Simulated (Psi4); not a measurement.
# doublet [BH3O3]− at 3 levels

Wanted: a comparison of 3 runs (UHF/STO-3G, UB3LYP/6-31G*) of doublet [BH3O3]−. 

The calculation is run with Psi4 1.11.

1 further run of the same task is left out (set aside as unsound or not needed).

### 1 The structure to begin with

[BH3O3]−: 7 atoms, total charge -1, spin state doublet. As SMILES of the parent species, `OB(O)O`. Geometry: relaxed at GFN2-xTB. That shape belongs to the parent species and isn't relaxed for this state.

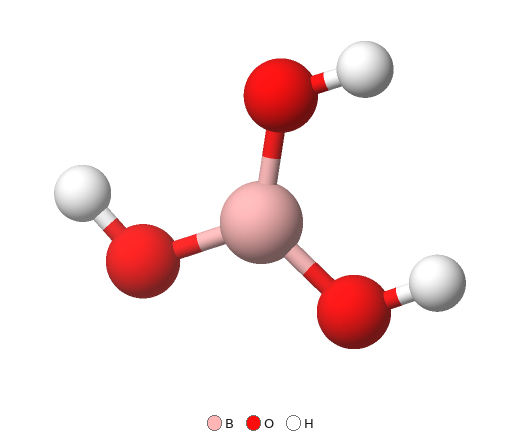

Viewed from a chosen angle; boron pink, oxygen red, hydrogen white.

### 2 The energy at UHF/STO-3G (run 1)

Input file job.json:

```json
{
  "schema_name": "qcschema_input",
  "schema_version": 1,
  "molecule": {
    "schema_name": "qcschema_molecule",
    "schema_version": 2,
    "symbols": ["B", "O", "H", "O", "H", "O", "H"],
    "geometry": [0.33903576, -0.2504643, -0.14618921, 2.8172226, -0.37713264, -0.7362562, 3.68923672, 1.18688029, -0.4899304, -0.60592178, 2.00823085, 0.70832604, -2.36370723, 2.07463583, 1.11452267, -1.06263079, -2.37846599, -0.43904007, -2.81321638, -2.26368403, -0.01145174],
    "molecular_charge": -1,
    "molecular_multiplicity": 2,
    "fix_symmetry": "c1"
  },
  "driver": "energy",
  "model": {
    "method": "hf",
    "basis": "STO-3G"
  },
  "keywords": {
    "reference": "uhf",
    "puream": true,
    "e_convergence": 1e-09,
    "d_convergence": 1e-08,
    "scf_type": "pk",
    "maxiter": 200
  }
}
```

The run is started by

```
$ psi4 --qcschema job.json -n 1 --memory 1600MB
```

stdout:

```text
[...]
  Running in c1 symmetry.
[...]
  Nuclear repulsion =  116.751213181587872
[...]
  Multiplicity = 2
[...]
  Nalpha       = 17
  Nbeta        = 16
[...]
    Number of basis functions: 23
[...]
   @UHF iter   1:  -247.24997269630597   -1.83518e+00   1.88095e-02 DIIS/ADIIS
[...]
   @UHF iter  13:  -247.40740400411312    2.84217e-14   3.20365e-09 DIIS
[...]
   @S^2 Observed:                7.554309187E-01
[...]
    Orbital Energies [Eh]
    ---------------------
    Alpha Occupied:
       1A    -19.875369     2A    -19.872928     3A    -19.871784
       4A     -6.936708     5A     -0.980144     6A     -0.929034
       7A     -0.923813     8A     -0.369454     9A     -0.314083
      10A     -0.233721    11A     -0.207723    12A     -0.183209
      13A     -0.104102    14A     -0.087376    15A     -0.082327
      16A     -0.055940    17A      0.339682
    Alpha Virtual:
      18A      0.854378    19A      0.919496    20A      0.979064
      21A      1.101615    22A      1.297036    23A      1.391370
[...]
  @UHF Final Energy:  -247.40740400411312
   => Energetics <=
    Nuclear Repulsion Energy =            116.7512131815878718
    One-Electron Energy =                -586.8487166284091927
    Two-Electron Energy =                 222.6900994427081741
    Total Energy =                       -247.4074040041131184
  UHF NO Occupations:
  HONO-2 :   15  A 1.9996984
  HONO-1 :   16  A 1.9978834
[...]
 Multipole Moments:
 ------------------------------------------------------------------------------------
     Multipole            Electronic (a.u.)      Nuclear  (a.u.)        Total (a.u.)
 ------------------------------------------------------------------------------------
 L = 1.  Multiply by 2.5417464519 to convert [e a0] to [Debye]
 Dipole X            :          0.6593247           -1.2355486           -0.5762240
 Dipole Y            :         -0.4564382            0.8385729            0.3821346
 Dipole Z            :         -0.2762123            0.5119870            0.2357746
 Magnitude           :                                                    0.7305139
[...]
```

The result, in JSON:

```text
{
 "driver": "energy",
 "model": {
  "method": "hf",
  "basis": "STO-3G"
 },
 "success": true,
 "return_result": -247.40740400411312,
 "properties": {
  "calcinfo_nbasis": 23,
  "calcinfo_nmo": 23,
  "calcinfo_nalpha": 17,
  "calcinfo_nbeta": 16,
  "calcinfo_natom": 7,
  "nuclear_repulsion_energy": 116.75121318158787,
  "return_energy": -247.40740400411312,
  "scf_one_electron_energy": -586.8487166284092,
  "scf_two_electron_energy": 222.69009944270817,
  "scf_dipole_moment": [-0.576223964998869, 0.3821346294877625, 0.2357746332482099],
  "scf_total_energy": -247.40740400411312,
  "scf_iterations": 13
 }
}
```

It took 1.2 s on 1 thread of Intel Xeon 6975P-C (Granite Rapids), shared host; peak memory 0.18 GiB.

### 3 Energy and forces at UB3LYP/6-31G(d) (spherical functions) (run 2)

Input file job.inp:

```
memory 1.6 GB

molecule {
  -1 2
  B      0.179410    -0.132540    -0.077360
  O      1.490810    -0.199570    -0.389610
  H      1.952260     0.628070    -0.259260
  O     -0.320640     1.062710     0.374830
  H     -1.250820     1.097850     0.589780
  O     -0.562320    -1.258630    -0.232330
  H     -1.488690    -1.197890    -0.006060
  symmetry c1
  no_reorient
  no_com
}

set basis 6-31G*
set reference uks
set puream true
set e_convergence 1e-09
set d_convergence 1e-08
set scf_type pk
set dft_radial_points 99
set dft_spherical_points 590
set maxiter 200

e_tot, wfn = gradient("b3lyp", return_wfn=True)
oeprop(wfn, "DIPOLE", "MULLIKEN_CHARGES", "LOWDIN_CHARGES", title="B3LYP")
```

The run is started by

```
$ psi4 -i job.inp -o job.out -n 1
```

job.out (excerpt; [...] marks lines left out):

```text
[...]
  Running in c1 symmetry.
[...]
  Nuclear repulsion =  116.751213015521472
[...]
  Multiplicity = 2
[...]
  Nalpha       = 17
  Nbeta        = 16
[...]
    Number of basis functions: 62
[...]
   @UKS iter   1:  -251.72051916111417    1.80684e-01   1.82555e-02 ADIIS/DIIS
[...]
   @UKS iter  15:  -252.33604448400393   -4.54747e-13   2.47045e-09 DIIS
[...]
   @S^2 Observed:                7.507057138E-01
[...]
  @UKS Final Energy:  -252.33604448400393
   => Energetics <=
    Nuclear Repulsion Energy =            116.7512130155214720
    One-Electron Energy =                -585.6742653723764533
    Two-Electron Energy =                 241.9867350464774916
    DFT Exchange-Correlation Energy =     -25.3997271736264274
    Empirical Dispersion Energy =           0.0000000000000000
    VV10 Nonlocal Energy =                  0.0000000000000000
    Total Energy =                       -252.3360444840039349
[...]
  -Total Gradient:
     Atom            X                  Y                   Z
    ------   -----------------  -----------------  -----------------
       1        0.033427104468    -0.009971802469    -0.010324194369
       2       -0.022625146844     0.041007893614     0.016674823945
       3       -0.011829035030    -0.034131204222    -0.007012505651
       4       -0.063222541278    -0.022890609963     0.007465460086
       5        0.061479165643     0.014805594536    -0.009399194128
       6       -0.056517190934     0.030393941462     0.021378305544
       7        0.059293908136    -0.019231440090    -0.018789233167
[...]
 Multipole Moments:
 ------------------------------------------------------------------------------------
     Multipole            Electronic (a.u.)      Nuclear  (a.u.)        Total (a.u.)
 ------------------------------------------------------------------------------------
[...]
  Mulliken Charges: (a.u.)
   Center  Symbol    Alpha    Beta     Spin     Total
       1     B     2.33818  2.25960  0.07858  0.40222
       2     O     4.25830  4.28886 -0.03056 -0.54716
       3     H     0.50834  0.30192  0.20643  0.18974
       4     O     4.26247  4.29404 -0.03158 -0.55651
       5     H     0.68973  0.28690  0.40282  0.02337
       6     O     4.24705  4.28258 -0.03553 -0.52963
       7     H     0.69593  0.28610  0.40983  0.01797
   Total alpha = 17.00000, Total beta = 16.00000, Total charge = -1.00000
  Lowdin Charges: (a.u.)
[...]
```

It took 16 s on 1 thread of Intel Xeon 6975P-C (Granite Rapids), shared host; peak memory 0.88 GiB.

### 4 Energy and gradient at UB3LYP/6-31G(d) (Cartesian functions) (run 3)

Input file bh3o3.in:

```
memory 1.6 GB

molecule geom {
  -1 2
  B      0.179410    -0.132540    -0.077360
  O      1.490810    -0.199570    -0.389610
  H      1.952260     0.628070    -0.259260
  O     -0.320640     1.062710     0.374830
  H     -1.250820     1.097850     0.589780
  O     -0.562320    -1.258630    -0.232330
  H     -1.488690    -1.197890    -0.006060
  units angstrom
  symmetry c1
  no_reorient
  no_com
}

set basis 6-31G*
set reference uks
set puream false
set e_convergence 1e-09
set d_convergence 1e-08
set scf_type pk
set dft_radial_points 99
set dft_spherical_points 590
set maxiter 200

e_tot, wfn = gradient('b3lyp', return_wfn=True)
oeprop(wfn, 'MAYER_INDICES', 'LOWDIN_CHARGES', 'DIPOLE')
print_variables()
```

The run is started by

```
$ psi4 -i bh3o3.in -o bh3o3.out -n 1
```

bh3o3.out (excerpt; [...] marks lines left out):

```text
[...]
  Running in c1 symmetry.
[...]
  Nuclear repulsion =  116.751213015521472
[...]
  Multiplicity = 2
[...]
  Nalpha       = 17
  Nbeta        = 16
[...]
    Number of basis functions: 66
[...]
   @UKS iter   1:  -251.72519219940673    1.77371e-01   1.73362e-02 ADIIS/DIIS
[...]
   @UKS iter  15:  -252.34289378060589   -2.27374e-13   2.15168e-09 DIIS
[...]
   @S^2 Observed:                7.507162405E-01
[...]
  @UKS Final Energy:  -252.34289378060589
   => Energetics <=
    Nuclear Repulsion Energy =            116.7512130155214720
    One-Electron Energy =                -585.6117751048127502
    Two-Electron Energy =                 241.8929267308672877
    DFT Exchange-Correlation Energy =     -25.3752584221818580
    Empirical Dispersion Energy =           0.0000000000000000
    VV10 Nonlocal Energy =                  0.0000000000000000
    Total Energy =                       -252.3428937806058912
[...]
  -Total Gradient:
     Atom            X                  Y                   Z
    ------   -----------------  -----------------  -----------------
       1        0.033216324036    -0.009777062130    -0.010220894112
       2       -0.022487695082     0.040331780521     0.016451467205
       3       -0.011636645701    -0.033579090356    -0.006898436807
       4       -0.061553539751    -0.022727890109     0.007142297715
       5        0.059743501630     0.014548877138    -0.009087912829
       6       -0.055050258363     0.029989192275     0.020933120735
       7        0.057774326392    -0.018803150704    -0.018326042602
[...]
 Multipole Moments:
 ------------------------------------------------------------------------------------
     Multipole            Electronic (a.u.)      Nuclear  (a.u.)        Total (a.u.)
 ------------------------------------------------------------------------------------
 L = 1.  Multiply by 2.5417464519 to convert [e a0] to [Debye]
 Dipole X            :         -9.2134613            9.3968521            0.1833908
 Dipole Y            :          6.7031375           -6.2334317            0.4697058
 Dipole Z            :          3.9447419           -3.8535673            0.0911746
 Magnitude           :                                                    0.5124145
[...]
```

Wall time 18 s (1 thread of Intel Xeon 6975P-C (Granite Rapids), shared host); peak memory 0.93 GiB.

### 5 The series

```csv
run,level,task,integration grid,energy (Eh),HOMO energy (eV),LUMO energy (eV),⟨S²⟩,wall time
1,UHF/STO-3G,energy,–,-247.407404,9.24,23.25,0.755,1.2 s
2,UB3LYP/6-31G* (spherical functions),gradient,99 radial × 590 angular,-252.336044,5.66,7.57,0.751,16 s
3,UB3LYP/6-31G* (Cartesian functions),gradient,99 radial × 590 angular,-252.342894,5.57,7.48,0.751,18 s
```

### 6 What came out

| quantity | value |
| --- | --- |
| run 3: total energy | -252.34289 Eh |
| run 3: HOMO energy (highest over α and β) | 5.57 eV |
| run 3: LUMO energy (lowest over α and β) | 7.48 eV |
| run 3: ⟨S²⟩ | 0.751 |
| run 3: largest force on an atom | 3.399 eV/Å |

What this shows: In runs 1, 2, 3 the HOMO lies above zero, so the outermost electron may be held by the basis alone. In run 1 the basis is minimal, so the values are rough. All runs together took 35 s, the longest 18 s.
